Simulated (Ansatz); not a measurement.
**TiO, pressure series**

The parent structure is TiO (space group C2/m, No. 12; a = 9.208 Å, b = 4.123 Å, c = 5.759 Å, α = γ = 90.00°, β = 107.35°).

Cell and atoms are relaxed at each pressure.

Calculations: Kohn–Sham DFT with the PBEsol functional, run in Ansatz (a first-principles code) with PAW and 420 eV plane waves, scalar-relativistic without spin-orbit coupling.

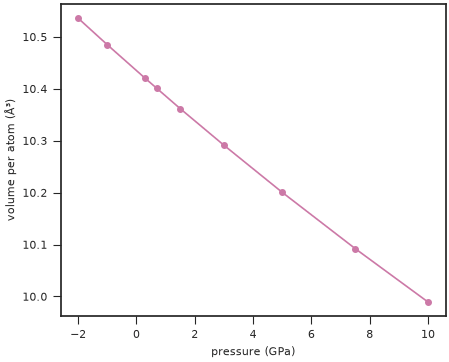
*Volume against pressure*

Task: Estimate the zero-pressure bulk modulus from the plot.

Result: About 210 GPa; a third-order Birch–Murnaghan fit to the points gives V₀ = 10.43 Å³/atom, B₀ = 211 GPa and B₀′ = 3.8.

Load acts through the strain it causes; cell and atoms are relaxed under it. Whether these cells are dynamically stable was not tested. No other phases were tried under pressure. No Hubbard U is applied, and correlation can decide whether such a compound is a metal. All final runs are without spin polarisation.
